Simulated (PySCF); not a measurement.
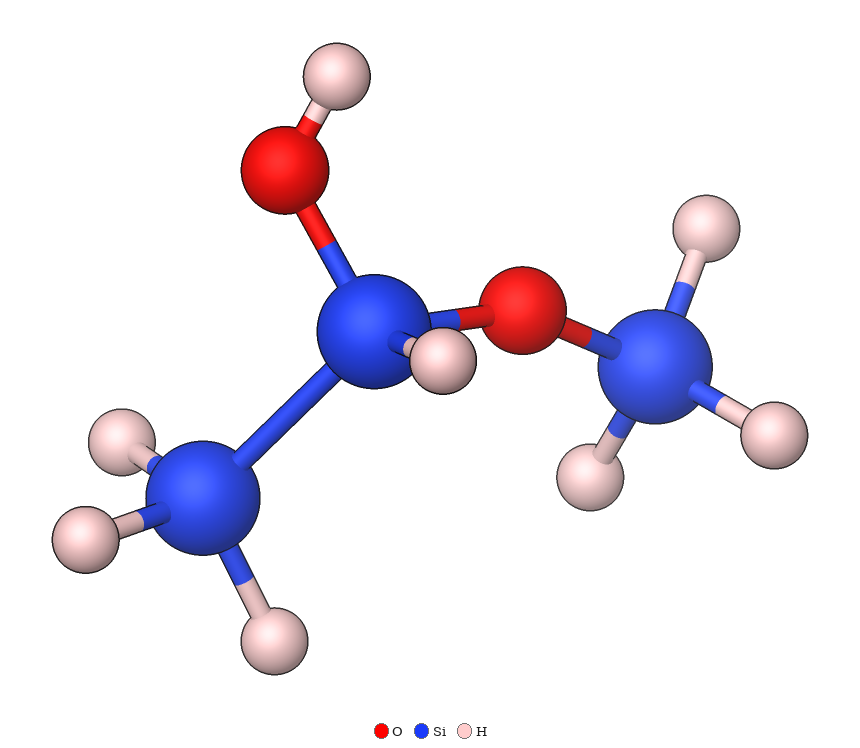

Ball-and-stick drawing of a structure. Every bond is drawn as one stick, whatever its order.

The geometry was computed by an optimisation with GFN2-xTB. No frequency run is at hand to confirm it as a minimum.

> Give the formula.

H₈O₂Si₃, 13 atoms: 8 hydrogen, 2 oxygen and 3 silicon.

> Which point group does it belong to?

C1.

> How many bonds of each kind are drawn?

7 Si–H, 3 O–Si, 1 Si–Si, 1 O–H.

> Does it have rings?

It has no ring.

> Give a SMILES string for it.

O[Si@@H]([SiH3])O[SiH3]

The parts below concern this one geometry. Atoms keep their numbers from picture to picture.

### Geometry

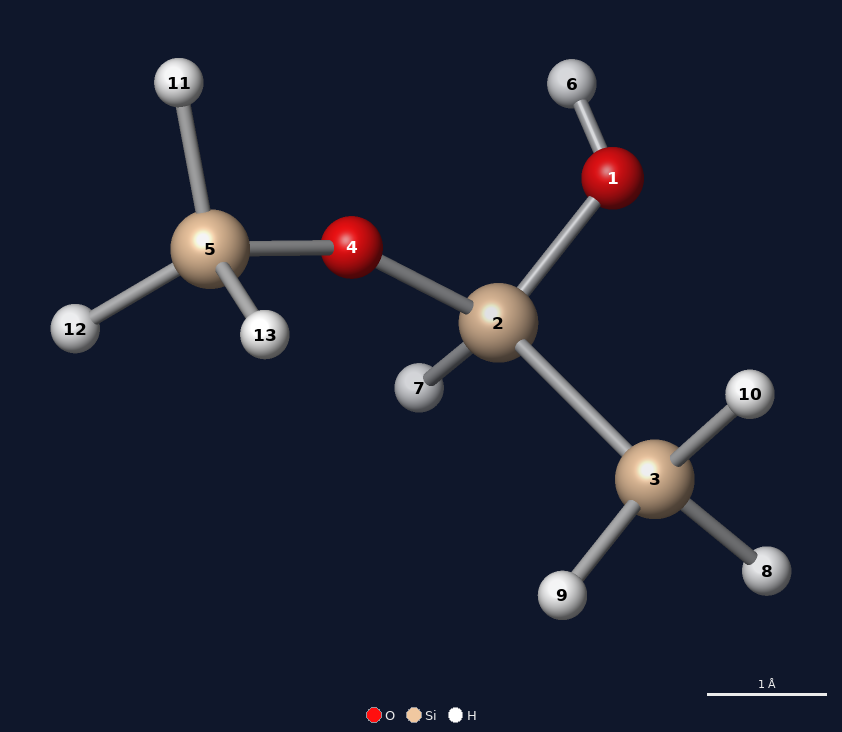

Numbered structure. No frequency run is at hand to confirm it as a minimum.

Estimate the angles Si2–O1–H6, O1–Si2–Si3, O1–Si2–O4, O1–Si2–H7, Si3–Si2–O4, Si3–Si2–H7, O4–Si2–H7, Si2–Si3–H8, Si2–Si3–H9, Si2–Si3–H10, Si2–O4–Si5, O4–Si5–H11, O4–Si5–H12, O4–Si5–H13.

```tsv
angle	degrees
Si2–O1–H6	122.0
O1–Si2–Si3	104.6
O1–Si2–O4	107.6
O1–Si2–H7	109.3
Si3–Si2–O4	111.7
Si3–Si2–H7	120.7
O4–Si2–H7	102.5
Si2–Si3–H8	111.3
Si2–Si3–H9	112.2
Si2–Si3–H10	115.0
Si2–O4–Si5	155.3
O4–Si5–H11	104.5
O4–Si5–H12	107.6
O4–Si5–H13	108.2
```

### Excitation

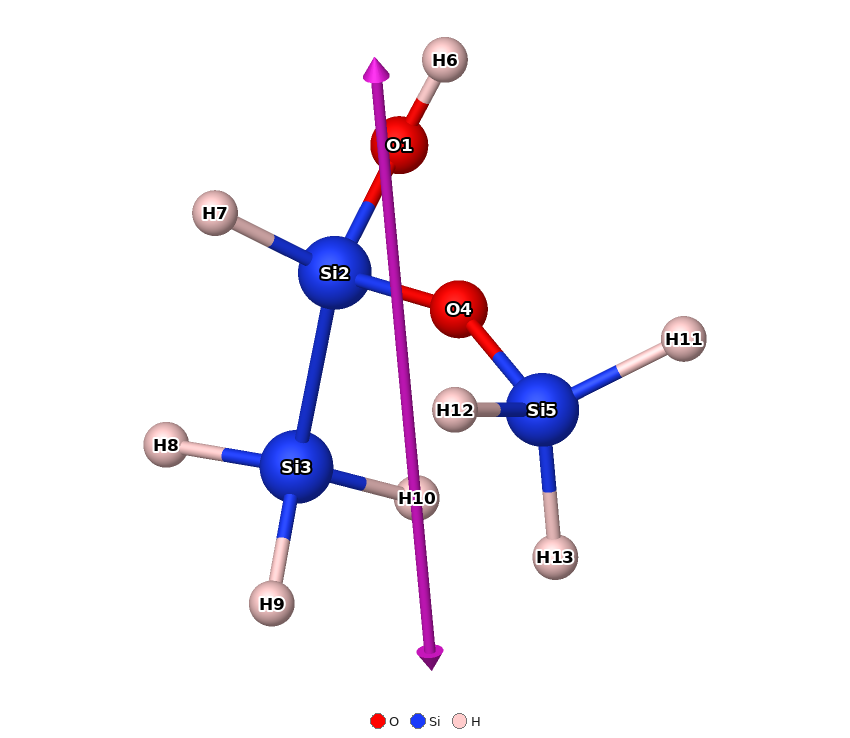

The double arrow shows the direction of the transition dipole to excited singlet state 4 (its length means nothing). No frequency run is at hand to confirm it as a minimum. Properties computed with TDDFT PBE0/def2-SVPD, vertical, gas phase, core orbitals frozen in the response (PySCF 2.14.0).

> Give its energy, strength and character.

7.33 eV (169 nm), oscillator strength 0.034, mainly HOMO → LUMO+2 (weight 0.91); transition dipole 1.11 D.

### Polarisability

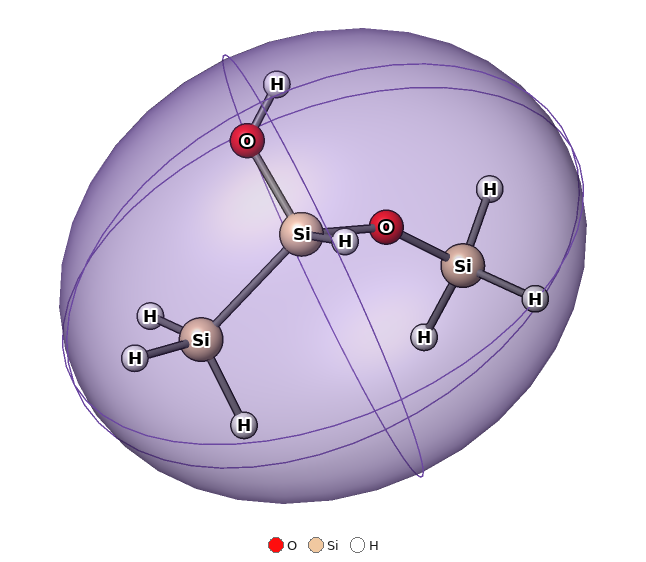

The ellipsoid shows the static dipole polarisability: its half-axes are proportional to the principal values. No frequency run is at hand to confirm it as a minimum. Method: PBE0/def2-SVPD (PySCF 2.14.0).

> Give the principal values, the mean and the anisotropy.

Principal values 77.9, 85.8, 97.4 bohr³; mean 87.0 bohr³ (12.90 Å³); anisotropy 17.0 bohr³, so the longest axis is 1.25 times the shortest.

### Charges

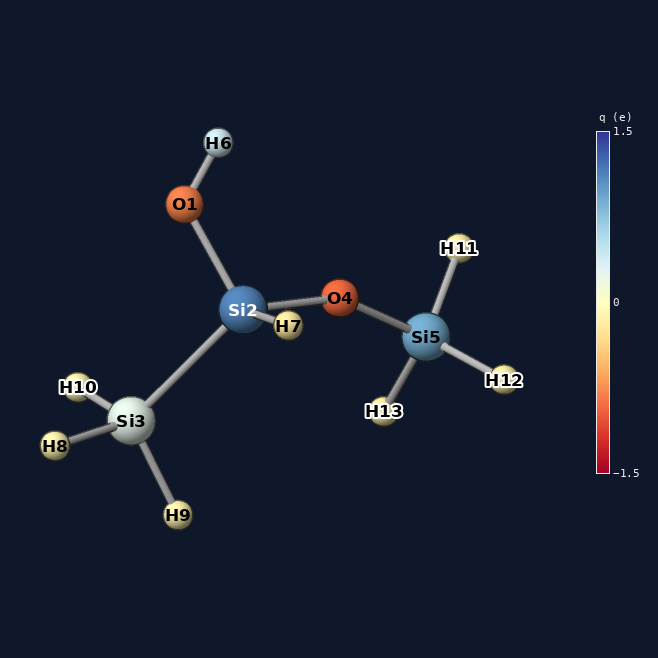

Atoms are coloured by their IAO charges. No frequency run is at hand to confirm it as a minimum. Method: PBE0/pcSseg-1, gas phase (PySCF 2.14.0).

> Which atom carries the highest charge (most positive or least negative)?

Si2 (1.09 e).

> And the lowest?

O4 (−0.89 e).

Give the IAO charges atom by atom.

```tsv
atom	value (e)
O1	−0.80
Si2	1.09
Si3	0.23
O4	−0.89
Si5	0.89
H6	0.37
H7	−0.17
H8	−0.09
H9	−0.10
H10	−0.08
H11	−0.14
H12	−0.15
H13	−0.15
```

The geometry is semi-empirical. Around Si such bond lengths and angles can be off by a tenth of an ångström or more and by several degrees, and values that hang on the shape move with them.
